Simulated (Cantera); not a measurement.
Feed: 1 mol Cu₂O, 0.85 mol CH₄, 3.4 mol H₂, 0.00093 mol H₂O, at 4500 Pa.

Equilibrium computed with Cantera from the NASA thermochemical tables; the gas is ideal and each condensed phase is pure. Candidate condensed phases: C, C₆H₆, C₇H₈, C₈H₁₈, Cu, CuO, Cu(OH)₂, Cu₂O, H₂O; 113 gas species. Rates play no part.

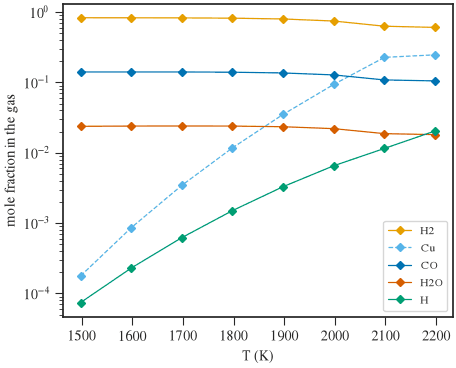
Figure: Equilibrium gas composition (values under 1e-9 drawn at 1e-9)

Question: Read off the mole fractions at 1998 K.

Answer: H₂ about 0.75, CO about 0.13, Cu about 0.094, H₂O about 0.022, H about 0.0065.
